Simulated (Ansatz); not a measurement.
**H3NO (hydroxylamine) at SVWN5/STO-3G**

What is the vertical singlet–triplet gap of H3NO (hydroxylamine) at SVWN5/STO-3G? 

Program for the calculation: Ansatz 0.2.0.

45 further runs of the same task are left out: 2 that didn't finish, 43 set aside as unsound or not needed.

## Step 1: Starting point

H3NO: 5 atoms, total charge 0, spin state singlet. SMILES: `NO`. Geometry: relaxed at PBE0-D4/def2-TZVP. This is one conformer, not always the lowest.

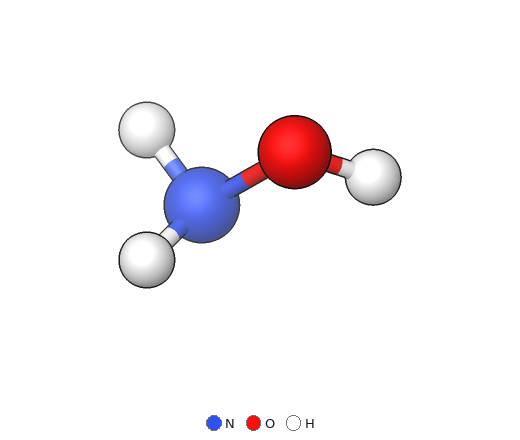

The structure, seen from a chosen angle (nitrogen blue, oxygen red, hydrogen white).

## Step 2: The energy at SVWN5/STO-3G

Contents of molecule.yaml:

```yaml
basis:
  gaussian: {orbitals: STO-3G}
crystal:
  periodic: [false, false, false]
  atoms:
    - {symbol: "N", position_ang: [-0.165120, -0.361290, -0.321170]}
    - {symbol: O, position_ang: [0.364460, 0.666040, 0.508060]}
    - {symbol: H, position_ang: [-0.162690, -1.190020, 0.266770]}
    - {symbol: H, position_ang: [-1.141650, -0.109840, -0.446210]}
    - {symbol: H, position_ang: [1.105010, 0.995100, -0.007440]}
hamiltonian: {xc: {name: SVWN5}}
accuracy: high
```

Command:

```
$ ansatz run molecule.yaml --threads 1 --pin off --max-ram 3480MiB --events-out events.jsonl --progress --plain --runs-dir runs
```

The log of the run:

```text
Warning: RAYON_NUM_THREADS=1 ignored (pool sized by the plan → 1); use --threads N
Functional definition: SVWN5
  name "SVWN5"
  exchange = slater_x
  correlation = vwn5_c
209 factors; integrals over basis functions are off by at most 2.3e-8 eV
mean field evaluation 1: about -3506.7582 eV, gradient 8.9e0 eV
mean field evaluation 2: about -3506.9403 eV, gradient 6.4e0 eV
mean field evaluation 4: about -3507.0774 eV, gradient 9.8e-2 eV
mean field evaluation 8: about -3507.0316 eV, gradient 9.5e-4 eV
mean field evaluation 16: about -3507.0316 eV, gradient 1.3e-8 eV
mean field -3507.03159746 eV, -128.8810340552 hartree, gradient 1.3e-8 eV, S^2 0.000000; 0 other end points of the search recorded, 0 dependent functions left out
reference -3507.03159913 eV, -128.8810341166 hartree; 9, 9 occupied and 4, 4 virtual orbitals, 209 factors
Total energy: -3507.03159913 eV, -128.8810341166 hartree
```

Wall time 0.48 s (1 thread of Arm Neoverse V1, shared host).

## Step 3: The triplet, same level

Contents of molecule.yaml:

```yaml
basis:
  gaussian:
    orbitals: STO-3G
crystal:
  periodic: [false, false, false]
  atoms:
    - {symbol: N, position_ang: [-0.165120, -0.361290, -0.321170]}
    - {symbol: O, position_ang: [0.364460, 0.666040, 0.508060]}
    - {symbol: H, position_ang: [-0.162690, -1.190020, 0.266770]}
    - {symbol: H, position_ang: [-1.141650, -0.109840, -0.446210]}
    - {symbol: H, position_ang: [1.105010, 0.995100, -0.007440]}
magnetization:
  spin_polarized: true
  initial_magnetization: 2
hamiltonian:
  xc: {name: SVWN5}
accuracy: high
```

Command:

```
$ ansatz run molecule.yaml --threads 1 --pin off --max-ram 3480MiB --events-out events.jsonl --progress --plain --runs-dir runs
```

The log of the run:

```text
Warning: RAYON_NUM_THREADS=1 ignored (pool sized by the plan → 1); use --threads N
[... 4 set-up lines as earlier in the session ...]
209 factors; integrals over basis functions are off by at most 2.3e-8 eV
mean field evaluation 1: about -3496.2823 eV, gradient 1.5e1 eV
mean field evaluation 2: about -3473.5523 eV, gradient 5.4e1 eV
mean field evaluation 4: about -3497.1925 eV, gradient 1.2e1 eV
mean field evaluation 8: about -3497.1480 eV, gradient 1.2e1 eV
mean field evaluation 16: about -3498.7215 eV, gradient 6.6e-8 eV
mean field evaluation 32: about -3498.7171 eV, gradient 1.3e-4 eV
mean field -3498.72149062 eV, -128.5756432615 hartree, gradient 1.0e-8 eV, S^2 2.002018; 2 other end points of the search recorded, 0 dependent functions left out
reference -3498.72149226 eV, -128.5756433218 hartree; 10, 8 occupied and 3, 5 virtual orbitals, 209 factors
Total energy: -3498.72149226 eV, -128.5756433218 hartree
```

Wall time 1.3 s (1 thread of Arm Neoverse V1, shared host); peak memory 0.095 GiB.

## Step 4: Outcome

Level: SVWN5/STO-3G.

| quantity | value |
| --- | --- |
| singlet: total energy | -128.88103 Eh |
| triplet: total energy | -128.57564 Eh |
| triplet: ⟨S²⟩ | 2.002 |
| vertical energy of the triplet above the singlet | 8.310 eV |

**Reading.** At this shape the triplet lies 8.31 eV (192 kcal/mol) above the singlet. In a minimal basis such a difference can be off by several eV, whatever the method.
